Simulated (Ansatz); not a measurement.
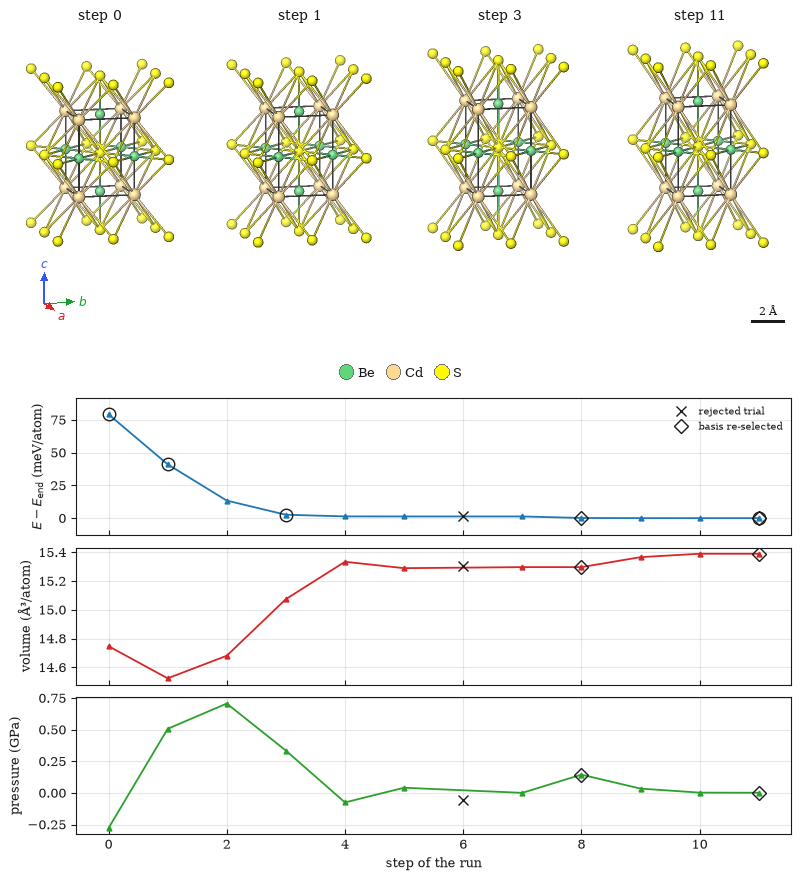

Frames of a relaxation of solid Be2CdS (a generated structure, set up in P4/mmm), marked on the history of the run. Style: ball-and-stick. Shown: the cell of the calculation, slightly off an axis.

Theory: DFT PBE, scalar-relativistic, plane waves, PAW in Ansatz.

The input:
```yaml
crystal:
  lattice:
    - [3.50501882, 0.0, 0.0]
    - [0.0, 3.50501882, 0.0]
    - [0.0, 0.0, 4.801579]
  atoms:
    - { symbol: Be, position: [0.0, 0.0, 0.5] }
    - { symbol: Be, position: [0.5, 0.5, 0.0] }
    - { symbol: Cd, position: [0.0, 0.0, 0.0] }
    - { symbol: S, position: [0.5, 0.5, 0.5] }
basis:
  ecutwfc: 420
kpoints:
  mp_grid: { grid: [14, 14, 10] }
hamiltonian:
  xc: pbe
scf:
  occupations: { method: gaussian, width: 0.1 }
output:
  forces: true
  stress: true
  eigenvalues: true
  write_density: true
  write_potential: true
  elf: true
  volumetric_format: npy
relax:
  adjacent_minimum: "off"
  f_tol: 0.01
  max_steps: 80
  cell: { stress_tol: 0.05 }
```

Launched with:
```bash
ansatz run input.yaml --threads 1 --pin off --max-ram 2560MiB --backend cpu --events-out ev --progress --plain --runs-dir out
```

### What happens along the run?

Over 8 accepted moves (11 points after the start) the energy falls by 79.2 meV per atom. All forces vanish by symmetry, so only the cell relaxes. The pressure goes from −0.28 to 0.00 GPa. The line search rejected the trial step at point 6 of the run. The SCF was repeated twice at an unchanged geometry on a basis and grid sized afresh for the cell, which shifted the energy by 1.2 meV per atom at most. The atoms keep their places relative to the cell (all moves are under 0.005 Å). Cell: a = b 3.505 → 3.321 Å (−5.3 %), c 4.802 → 5.583 Å (+16.3 %). Volume +4.4 %. Among the contacts that change: Be2–S4 2.401 → 2.791 Å, Cd3–S4 3.451 → 3.648 Å, Be2–Cd3 2.478 → 2.348 Å, Be1–S4 2.478 → 2.348 Å. The space group stays P4/mmm (No. 123). From step 0 to 1: volume −1.5 %, energy −38.1 meV per atom. From step 1 to 3: volume +3.8 %, energy −38.5 meV per atom. From step 3 to 11: volume +2.1 %, energy −2.6 meV per atom.

```json
{"step": "0", "E − E(0), meV/atom": "0.00", "pressure, GPa": "-0.28", "volume, Å³/atom": "14.747", "note": ""}
{"step": "1", "E − E(0), meV/atom": "-38.11", "pressure, GPa": "0.51", "volume, Å³/atom": "14.523", "note": ""}
{"step": "2", "E − E(0), meV/atom": "-65.79", "pressure, GPa": "0.71", "volume, Å³/atom": "14.680", "note": ""}
{"step": "3", "E − E(0), meV/atom": "-76.59", "pressure, GPa": "0.33", "volume, Å³/atom": "15.074", "note": ""}
{"step": "4", "E − E(0), meV/atom": "-77.84", "pressure, GPa": "-0.08", "volume, Å³/atom": "15.334", "note": ""}
{"step": "5", "E − E(0), meV/atom": "-77.88", "pressure, GPa": "0.04", "volume, Å³/atom": "15.289", "note": ""}
{"step": "6", "E − E(0), meV/atom": "-77.87", "pressure, GPa": "-0.06", "volume, Å³/atom": "15.305", "note": "rejected"}
{"step": "7", "E − E(0), meV/atom": "-77.88", "pressure, GPa": "0.00", "volume, Å³/atom": "15.297", "note": ""}
{"step": "8", "E − E(0), meV/atom": "-79.06", "pressure, GPa": "0.14", "volume, Å³/atom": "15.297", "note": "same geometry, new basis"}
{"step": "9", "E − E(0), meV/atom": "-79.17", "pressure, GPa": "0.03", "volume, Å³/atom": "15.366", "note": ""}
{"step": "10", "E − E(0), meV/atom": "-79.18", "pressure, GPa": "0.00", "volume, Å³/atom": "15.390", "note": ""}
{"step": "11", "E − E(0), meV/atom": "-79.20", "pressure, GPa": "0.00", "volume, Å³/atom": "15.390", "note": "same geometry, new basis"}
```

Limits of the set-up: layers or molecules are held without a dispersion correction, so their spacing is unreliable.
